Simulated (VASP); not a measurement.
Band structure of PbTe (rock salt). Level of theory: revPBE GGA, VASP's PBE PAW potentials (set 64) (plane waves; VASP).

Unless said otherwise, spin-orbit coupling is left out, though it shifts the bands of the heavy elements here.

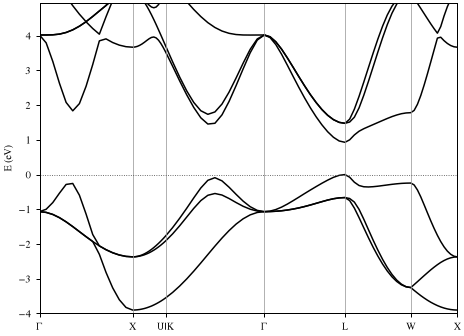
Figure. Bands along high-symmetry lines, zero at the valence-band maximum or, without a gap, the Fermi level

**Question.** Read the plot: is there a gap, and where are the band edges?

**Answer.** The gap is direct, 0.93 eV, from the valence maximum at L to the conduction minimum at L. (Edges off the drawn lines would not show.)

The compound is PbTe in the rock salt structure. It was relaxed first, which changed the volume by +8 %.
